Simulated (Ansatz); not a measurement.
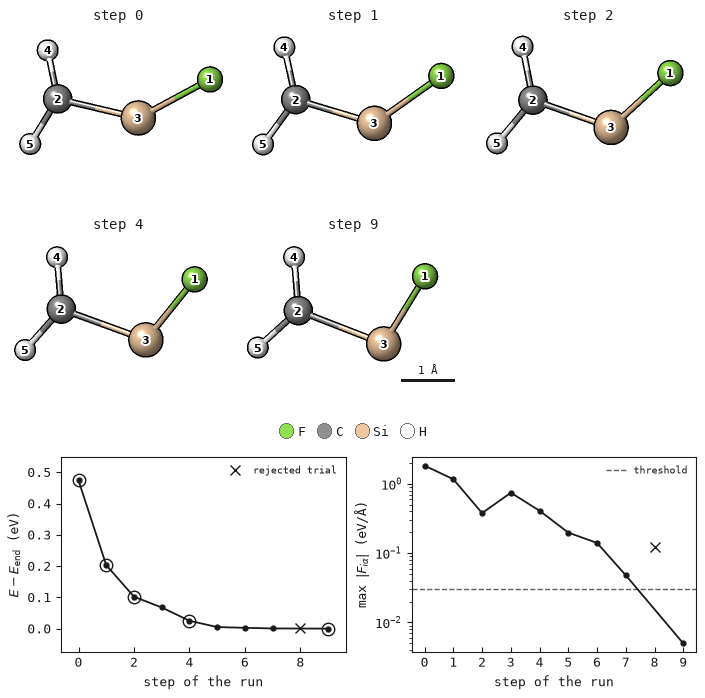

Frames of a relaxation of CH2FSi (multiplicity 2), marked on the history of the run. A ball-and-stick model, seen at a tilt.

It is one of the separated reactants of a reaction.

The calculation used UKS PBE-D4/def2-SVP (Ansatz).

The input:
```yaml
crystal:
  periodic: [false, false, false]
  atoms:
    - {symbol: F, position_ang: [0.657913, -1.980411, 1.593868]}
    - {symbol: C, position_ang: [-0.071749, 0.361735, -0.521664]}
    - {symbol: Si, position_ang: [0.531128, -0.436336, 0.870089]}
    - {symbol: H, position_ang: [-0.926044, 0.007419, -1.039583]}
    - {symbol: H, position_ang: [0.109530, 1.406118, -0.520296]}
basis:
  gaussian: {orbitals: def2-SVP}
magnetization: {spin_polarized: true, initial_magnetization: 1}
hamiltonian: {xc: pbe, dispersion: d4}
relax: {f_tol: 0.03, max_steps: 250}
```

Run as
```bash
ansatz run in.yaml --threads 2 --pin off --events-out ev --progress --plain --max-ram 4352MiB
```

**What happens along the run?**

The atom that moves furthest after the best rigid fit is F1 (0.46 Å). Largest moves by element: F 0.46 Å, Si 0.38 Å, H 0.24 Å, C 0.13 Å. Some distances before and after: C2–Si3 1.714 → 1.826 Å, F1–Si3 1.710 → 1.655 Å, C2–H4 1.060 → 1.110 Å. Among the angles between lasting bonds that change: F1–Si3–C2 142.2° → 106.2°, Si3–C2–H5 113.4° → 120.1°, H4–C2–H5 117.9° → 113.3°. The energy falls by 0.474 eV in 8 accepted moves (9 points after the start). The largest force component goes from 1.8 to 0.005 eV/Å. The line search rejected the trial step at point 8 of the run. Cost: 13 s on 2 threads of Arm Neoverse V1 (shared host). From step 0 to 1: F and Si atoms move most (0.11 Å), energy −0.271 eV. From step 1 to 2: F1 moves most (0.13 Å), energy −0.101 eV. From step 2 to 4: Si3 moves most (0.14 Å), energy −0.077 eV. From step 4 to 9: F1 moves most (0.11 Å), energy −0.025 eV.

```
step  E − E(0), eV  largest force component, eV/Å      note
   0        0.0000                         1.8373          
   1       -0.2707                         1.1694          
   2       -0.3717                         0.3790          
   3       -0.4060                         0.7462          
   4       -0.4486                         0.4100          
   5       -0.4687                         0.1979          
   6       -0.4711                         0.1404          
   7       -0.4731                         0.0479          
   8       -0.4720                         0.1245  rejected
   9       -0.4737                         0.0050
```
